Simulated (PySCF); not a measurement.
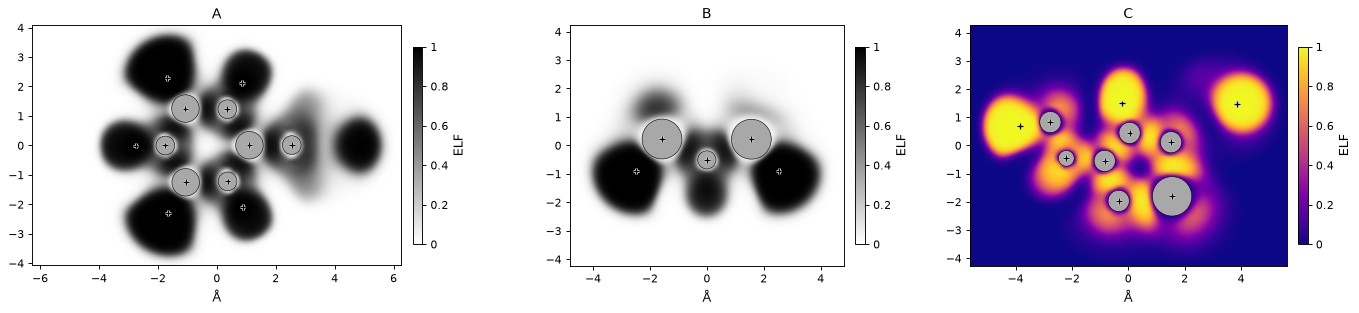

The ELF of 3 systems, each on a plane through atoms (crosses mark nuclei in the plane; grey discs cover the cores).

All numbers below come from PBE0/pcSseg-1, SCF density, gas phase, non-relativistic (PySCF 2.14.0).

System 1: CH₁₀N₂SSi₂, the plane of atoms N3, Si4 and H13. Geometry: GFN2-xTB.

```xyz
16

C     2.1705    0.4304    0.8225
Si    1.3324   -0.7108   -0.4357
N    -0.1826   -0.0137   -0.9462
Si   -1.6183    0.2987   -0.0419
N    -2.2290   -1.1243    0.6916
S    -1.2208    1.5507    1.6606
H     3.1244    0.0193    1.1396
H     1.5584    0.5626    1.7099
H     2.3605    1.4153    0.4032
H     2.1093   -0.7991   -1.6786
H     1.1258   -2.0434    0.1447
H    -0.3307   -0.0235   -1.9403
H    -2.5043    1.0377   -0.9419
H    -2.8057   -1.0559    1.5132
H    -2.5008   -1.9068    0.1218
H    -0.3967    2.3717    1.0334
```

System 2: CH₇B₃N₄, the plane of atoms B3, N8 and H15. Geometry: PBE0-D3(BJ)/def2-SVP.

```xyz
15

C     2.9852    0.2486   -0.4336
N     1.9867    0.2254    0.3273
B     0.5813    0.0758    0.0632
N    -0.2624    1.2176   -0.1440
B    -1.6668    1.1019   -0.3445
N    -2.2316   -0.2094   -0.3380
B    -1.4458   -1.3827   -0.1275
N    -0.0463   -1.2144    0.0700
H     4.0059    0.3751   -0.0272
H     2.9288    0.1489   -1.5382
H     0.1576    2.1376   -0.1363
H    -2.3562    2.0815   -0.5165
H    -3.2282   -0.3099   -0.4744
H    -1.9503   -2.4827   -0.1188
H     0.5284   -2.0314    0.2287
```

System 3: C₈H₁₄OSi, the plane of atoms C6, O7 and C8. Geometry: GFN2-xTB.

```xyz
24

C    -2.5954   -0.8284    1.7237
C    -1.6997   -0.2388    0.9460
C    -1.7405    1.2309    0.6610
C    -0.5973   -1.0053    0.2757
C     0.7342   -0.3135    0.4043
C     1.3692    0.0686   -0.6978
O     2.5708    0.7143   -0.7914
C     3.2223    1.0501    0.4059
C     0.7499   -0.2178   -2.0374
Si   -0.8326   -1.1901   -1.6222
H    -3.3993   -0.2805    2.1863
H    -2.5656   -1.8862    1.9249
H    -2.5559    1.7098    1.1972
H    -0.8024    1.7000    0.9548
H    -1.8710    1.4012   -0.4074
H    -0.5366   -1.9889    0.7530
H     1.1100   -0.1462    1.4022
H     4.1432    1.5543    0.1179
H     3.4634    0.1584    0.9938
H     2.6130    1.7255    1.0163
H     1.4591   -0.7714   -2.6522
H     0.5654    0.7223   -2.5581
H    -0.7665   -2.5895   -2.0522
H    -2.0496   -0.5590   -2.1366
```

**Which map belongs to which system?**

Panel A is system 2, CH₇B₃N₄: the plane holds N, B and H. B–N (1.42 Å): the ELF peaks at about 0.95 between the atoms, as expected for a short, strongly polar bond. Panel B is system 1, CH₁₀N₂SSi₂: the plane holds Si, N and H. Si–N (1.73 Å): the ELF peaks at about 0.90 between the atoms (a polar covalent bond). Panel C is system 3, C₈H₁₄OSi: the plane holds C, O, Si and H. C–C (1.33 Å): the ELF peaks at about 0.90 between the atoms; a short, multiple covalent bond.
